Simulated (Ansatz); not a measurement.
# G0W0 on several functionals: Na3MoO4Cl (P4/nmm), part 2 of 2

Aim: G0W0 for Na3MoO4Cl (P4/nmm) on several starting functionals, at one mesh, band count and screening cutoff.

Ansatz 0.2.0; G0W0 on several functionals, plane waves, PAW. Known limits of the many-body steps: not at the basis limit; no spin-orbit coupling; coarse k mesh.

So far. Step 2 (G0W0 on PBE): The gap on the mesh goes from 4.31 eV to 7.08 eV, a correction of +2.77 eV, though a band edge has moved to another state.

In doubt: masses and optical values from hybrid runs of this build are listed as unsure (step 4), which bears on the screening that GW takes from such a start.

### Step 3. G0W0 on r2SCAN

One-shot GW remembers its start. Another functional's orbitals and levels show by how much.

This step: G0W0 on r2SCAN, plane waves, PAW; PAW set soft_1.

input.yaml reads:

```yaml
crystal:
  lattice:
    - [7.4942, 0.0, 0.0]
    - [0.0, 7.4942, 0.0]
    - [0.0, 0.0, 5.3409]
  atoms:
    - { symbol: Na, position: [0.75, 0.75, 0.0] }
    - { symbol: Na, position: [0.75, 0.25, 0.0] }
    - { symbol: Na, position: [0.25, 0.25, 0.0] }
    - { symbol: Na, position: [0.25, 0.75, 0.0] }
    - { symbol: Na, position: [0.5, 0.0, 0.6389095619] }
    - { symbol: Na, position: [0.0, 0.5, 0.3610904381] }
    - { symbol: Mo, position: [0.0, 0.0, 0.5] }
    - { symbol: Mo, position: [0.5, 0.5, 0.5] }
    - { symbol: Cl, position: [0.5, 0.0, 0.155433647] }
    - { symbol: Cl, position: [0.0, 0.5, 0.844566353] }
    - { symbol: O, position: [0.810272275, 0.0, 0.7004856242] }
    - { symbol: O, position: [0.5, 0.310272275, 0.7004856242] }
    - { symbol: O, position: [0.189727725, 0.0, 0.7004856242] }
    - { symbol: O, position: [0.5, 0.689727725, 0.7004856242] }
    - { symbol: O, position: [0.310272275, 0.5, 0.2995143758] }
    - { symbol: O, position: [0.0, 0.189727725, 0.2995143758] }
    - { symbol: O, position: [0.689727725, 0.5, 0.2995143758] }
    - { symbol: O, position: [0.0, 0.810272275, 0.2995143758] }
kpoints:
  mp_grid: { grid: [2, 2, 4] }
hamiltonian:
  xc: r2scan
  pseudopotentials: { kind: paw, azcp: { folder: soft_1 } }
scf:
  occupations: { method: fixed }
gw:
  n_empty_bands: 1009
  ecut_chi: 130.0
  qp_bands: [v4, c4]
  qp_kpoints: band_edges
  screening: { model: contour_deformation }
```

Run with:

```bash
$ ansatz run input.yaml --threads 2 --pin off --max-ram 92160MiB --backend cuda --events-out ev --progress --plain --runs-dir out --devices 1 --max-vram 13GiB
```

Numbers of over 12 decimals in the logs are rounded to 6 here.

The program printed:

```text
GPUs: using 1 of 1 available (devices: 1).
[...]
GPU FFT provider: cuFFT
GPU libraries: cuBLAS 13.8.2, cuFFT 12.4.0, cuSOLVER 12.3.4
Crystal: 18 atoms, lattice volume = 299.961 Å³
Basis set: ecut = 500 eV, 7603 PW (Γ), exchange–correlation on 240×240×160 points (64 copies of the dense FFT grid, shifted against one another)
Bands: 90, of which v1, the nominal top of the filled ones, is band 72 counted from 1 (71 counted from 0)
Symmetry: 16 space group operations
[...]
k-points: 9 of 16
[...]
GPU buffer pool allocated for 144000 grid points (all kernels)
[...]
SCF iter   1: F=—  HF=-25614.862201 eV  |F-HF|=—  |Δ(HF+E_count)|=         —  Δρ=1.07e-1  dr2=5.10e1  dr2_τ=2.04e0  ethr=3.10e-3  ⟨swp⟩=5.1  Hψ=2525  notcnv=0  defer=120
[...]
SCF iter  10: F=-25601.581104 eV  HF=-25601.581104 eV  |F-HF|=1.88e-9  |Δ(HF+E_count)|=   5.42e-9  Δρ=9.96e-7  dr2=3.34e-9  dr2_τ=1.84e-10  ethr=6.94e-11  ⟨swp⟩=10.7  Hψ=3128  notcnv=0
SCF 1 converged in 10 iterations: F = -25601.581104 eV  dr2 = 3.34e-9
[...]
NSCF: frozen V_eff on 9 k-points
[...]
G₀W₀ screening: q 1/9
[... further progress lines ...]
SCF converged after 10 iterations
Free energy (F): -25601.581104 eV
[...]
Internal energy: -25601.581104 eV  (E = F + TS)
E sigma→0 (E₀):  -25601.581104 eV
Fermi energy:    1.954579 eV
[...]
--- Band table (eV; the first three rows and the last of 9) ---
  k-point 0: bands = [... 68 lower, 1.6596, 1.8082, 1.8082, 1.9333, 6.6720, 6.7578, 7.0257, 7.1677, ... 14 higher]
  k-point 1: bands = [... 68 lower, 1.7808, 1.8791, 1.8791, 1.9234, 6.7552, 6.9590, 7.1761, 7.1799, ... 14 higher]
  k-point 2: bands = [... 68 lower, 1.8772, 1.9134, 1.9524, 1.9524, 6.8387, 7.0864, 7.1921, 7.3070, ... 14 higher]
  k-point 8: bands = [... 68 lower, 1.7396, 1.7396, 1.9546, 1.9546, 6.9736, 6.9736, 7.2734, 7.2734, ... 14 higher]
[...]
0    69      1.6596   -24.8636     3.9842   -19.9799  0.7601     0.7486     0.7601  root
     0    70      1.8082   -24.8640     3.8712   -20.0830  0.7632     0.8872     0.8985  root
     0    71      1.8082   -24.8640     3.8712   -20.0830  0.7632     0.8872     0.8985  root
     0    72      1.9333   -25.2324     3.8739   -20.5262  0.7611     1.0919     1.1010  root
     0    73      6.6720   -15.3340    -3.8385   -21.0072  0.8036     8.5373     8.5065  root
     0    74      6.7578   -13.7904    -3.7010   -19.1732  0.8136     8.4637     8.4395  root
     0    75      7.0257   -15.2225    -3.8044   -20.8674  0.8036     8.8977     8.8662  root
     0    76      7.1677   -16.7030    -3.7858   -22.4815  0.7917     9.2005     9.1604  root
[...]
8    73      6.9736   -16.1292    -3.8317   -21.8879  0.7968     8.9367     8.9007  root
     8    74      6.9736   -16.1292    -3.8317   -21.8879  0.7968     8.9367     8.9007  root
     8    75      7.2734   -16.6997    -3.7709   -22.4635  0.7932     9.3058     9.2663  root
     8    76      7.2734   -16.6997    -3.7709   -22.4635  0.7932     9.3058     9.2663  root
```

Wall time 70 s (1 × NVIDIA H100 80GB HBM3 (shared by 6 runs) with 2 threads of AMD EPYC 7R13 (Zen 3), shared host); peak memory 3.9 GiB; 1.9 min of CPU time.

This step gave:

```
bands summed                                 : 1081
RPA ε∞ on this mesh (eigenvalues)            : 2.390, 2.390, 2.402
plane waves in the screening matrix          : 1001
q-points in the mesh                         : 16
G0W0 gap on the mesh                         : 7.321 eV
k of the valence top                         : -0.5, -0.5, -0.5
k of the conduction bottom                   : 0, 0, 0
starting gap on the mesh                     : 4.717 eV
Z at the valence top                         : 0.7605
Z at the conduction bottom                   : 0.8136
least direct G0W0 gap on the computed points : 7.339 eV
```

Against the run with 2×2×4 mesh, 1009 empty bands, screening to 130 eV, PAW set soft_1 files on PBE, the gap moves by +0.24 eV, while the start moved by +0.40 eV.

### Step 4. G0W0 on HSE06

This step: G0W0 on HSE06, plane waves, PAW; PAW set soft_1.

Edit input.yaml of step 3 so:

```diff
@@ -27,3 +27,3 @@
 hamiltonian:
-  xc: r2scan
+  xc: hse06
   pseudopotentials: { kind: paw, azcp: { folder: soft_1 } }
```

The program printed:

```text
GPUs: using 1 of 1 available (devices: 1).
[...]
davidson cushion auto → on  (no smearing: the cushion is to keep the highest requested band from converging to the state above it; pin scf.eigensolver.cushion to override)
[...]
GPU FFT provider: cuFFT
GPU libraries: cuBLAS 13.8.2, cuFFT 12.4.0, cuSOLVER 12.3.4
Crystal: 18 atoms, lattice volume = 299.961 Å³
Basis set: ecut = 420 eV, 5889 PW (Γ)
[...]
0    75      7.4193   -14.7319    -3.6525   -19.8711  0.8239     8.9216     8.9059  root
     0    76      7.5902   -16.3504    -3.6352   -21.6203  0.8125     9.2452     9.2249  root
[...]
8    73      7.3788   -15.7369    -3.6780   -20.9875  0.8173     8.9695     8.9513  root
     8    74      7.3788   -15.7369    -3.6780   -20.9875  0.8173     8.9695     8.9513  root
     8    75      7.6920   -16.3448    -3.6222   -21.6056  0.8139     9.3507     9.3306  root
     8    76      7.6920   -16.3448    -3.6222   -21.6056  0.8139     9.3507     9.3306  root
[key lines of the parts left out:]
Free energy (F): -25549.630096 eV
Fermi energy:    1.236525 eV
```

It took 3.1 min on 1 × NVIDIA H100 80GB HBM3 (shared by 6 runs) with 2 threads; peak memory 3.6 GiB.

Numbers from this step:

```
bands summed                                 : 1081
RPA ε∞ on this mesh (eigenvalues)            : 2.261, 2.261, 2.274
plane waves in the screening matrix          : 1001
G0W0 gap on the mesh                         : 7.635 eV
k of the valence top                         : -0.5, -0.5, -0.5
k of the conduction bottom                   : 0, 0, 0
starting gap on the mesh                     : 5.803 eV
least direct G0W0 gap on the computed points : 7.648 eV
```

Against the run with 2×2×4 mesh, 1009 empty bands, screening to 130 eV, PAW set soft_1 files on r2SCAN, the gap moves by +0.31 eV, while the start moved by +1.09 eV.

### Step 5. The starts together

All on the 2×2×4 mesh with 1009 empty bands and screening to 130 eV. Times are wall times on 1 × NVIDIA H100 80GB HBM3 (shared by 6 runs) with 2 threads of AMD EPYC 7R13 (Zen 3), shared host, good to a factor of about two.

```
 start  starting gap (eV)  shift (eV)  G0W0 gap (eV)  RPA ε∞ (harmonic mean)  Z (valence, conduction)     time
   PBE               4.31       +2.77           7.08                    2.52               0.75, 0.81     54 s
r2SCAN               4.72       +2.60           7.32                    2.39               0.76, 0.81     70 s
 HSE06               5.80       +1.83           7.64                    2.27               0.78, 0.84  3.1 min
```

How the two edges are built up, in eV (the quasiparticle level is the starting level plus Σx plus Σc less Vxc):

```
   run               edge  start      Σx     Σc     Vxc     Z    QP
   PBE        valence top   2.40  -25.32   4.12  -20.09  0.75  1.30
   PBE  conduction bottom   6.78  -13.19  -3.70  -18.49  0.81  8.38
r2SCAN        valence top   1.95  -25.34   3.95  -20.56  0.76  1.12
r2SCAN  conduction bottom   6.76  -13.79  -3.70  -19.17  0.81  8.44
 HSE06        valence top   1.23  -25.32   3.66  -21.22  0.78  0.79
 HSE06  conduction bottom   7.10  -12.85  -3.53  -17.71  0.84  8.43
```

For a hybrid start, Vxc holds its share of exact exchange. Where G0W0 reorders the edges (PBE, r2SCAN and HSE06), the two states listed lie further apart at the start than the starting gap.

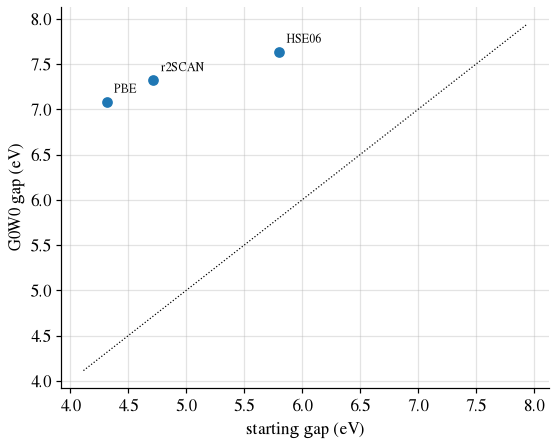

G0W0 gap against starting gap; on the dotted line the correction would vanish.

### Step 6. Results

```
G0W0@PBE     : 7.08 eV (start 4.31 eV)
G0W0@r2SCAN  : 7.32 eV (start 4.72 eV)
G0W0@HSE06   : 7.64 eV (start 5.80 eV)
known limits : not at the basis limit; no spin-orbit coupling; coarse k mesh
```

What this shows: The starting gaps span 1.49 eV and the G0W0 gaps 0.55 eV. Between PBE and HSE06, 0.55 eV of the 1.49 eV survives, 37 %. HSE06 screens less than PBE (ε∞ 2.27 against 2.52). Of the 0.55 eV by which its G0W0 gap is higher, the correlation part gives +0.63 eV, and exchange with the one-particle terms, which follow the orbitals, −0.08 eV. The smallest correction, +1.83 eV, is on HSE06, the start nearest to reproducing itself. Bands and cutoff are finite, so the gap is not at the basis limit. The miss can reach some tenths of an eV and take either sign; the mesh is an error of its own. The 2×2×4 mesh is coarse for this cell (its supercell is 15 Å along the shortest edge). The RPA ε∞ on it, from the PBE start, is 2.52 and 2.53; such meshes misread the long-range screening, most where the gap is narrow. The many-body steps are scalar-relativistic: spin-orbit coupling is not in them.

[Paths, hosts, dates, memory and timing lines, banners, echoed tables and standing remarks are left out of the program output.]

[Logs are printed without paths, hosts, clocks, repeated set-up lines and the standing remarks that a program may print on its own settings, such as how far it seeks lower states.]

[Runs of the session that timed out or met a known fault of the program may be left out.]

[Cells called generated may have been cut or substituted from an entry of the Crystallography Open Database or the Materials Project.]

[Hosts, paths, dates, database ids (printed as entryN), source tags and the programs' standing remarks are cut or masked in the printed files.]
